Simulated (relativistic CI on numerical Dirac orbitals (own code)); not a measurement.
## Relativistic CI calculation, with input and output: Pd³⁸⁺

System: Pd³⁸⁺.
Method: Dirac-Coulomb-Breit CI, KLI orbitals optimised for each configuration, model QED (radiative potential, 1s self-energy scaled to tabulated hydrogen-like ionisation energies) (relativistic CI on numerical Dirac orbitals, in-house).

**Key numbers**

- outcome: converged
- lowest level: 2p⁴ [(2p₃/₂)²] J = 2
- first excited level: 2p⁴ [(2p₃/₂)²] J = 0, 262,589 cm⁻¹
- levels computed: 5
- SCF iterations: 8
- hardware: 1 CPU thread, shared host

**Remarks**

Caveats: only a limited list of configurations is included, so lower levels can be missing; one configuration only, so levels of others that fall in the range are missing.

**The input**
```
atom Pd  Z=46  charge=38  electrons=8
nucleus A=106  rms_radius_fm=4.5318
hamiltonian dirac-coulomb  breit=on  qed=on  c_scale=1
orbitals kli  potential=per-configuration
slater_scale 1
correlation none
mixing on
configurations
  [He] 2s2 2p4
end
```

The program writes its results to a structured record and prints no log; tables and figures of this report are taken from that record.

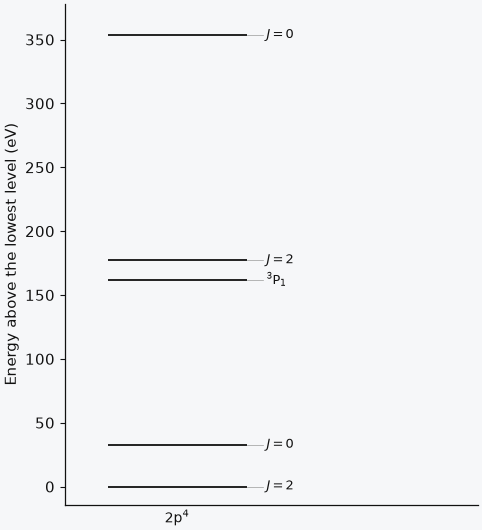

*Level diagram of Pd³⁸⁺ (palladium, Z = 46).*

The lowest level is 2p⁴ [(2p₃/₂)²] J = 2. The first excited level, 2p⁴ [(2p₃/₂)²] J = 0, lies at 32.6 eV. All levels drawn have even parity, so no electric dipole line joins them. The levels are close to jj coupling (mean leading weight 72 % in LS and 99 % in jj).

```csv
Configuration,Level,E (eV),Lifetime (s; – stable or not computed)
2p⁴,[(2p₃/₂)²] J = 2,0,–
2p⁴,[(2p₃/₂)²] J = 0,32.56,3.6×10⁻²
2p⁴,³P₁,161.9,2.3×10⁻⁸
2p⁴,[2p₁/₂ (2p₃/₂)³] J = 2,177.1,4.3×10⁻⁸
2p⁴,[(2p₃/₂)⁴] J = 0,353.4,8.8×10⁻⁹
```
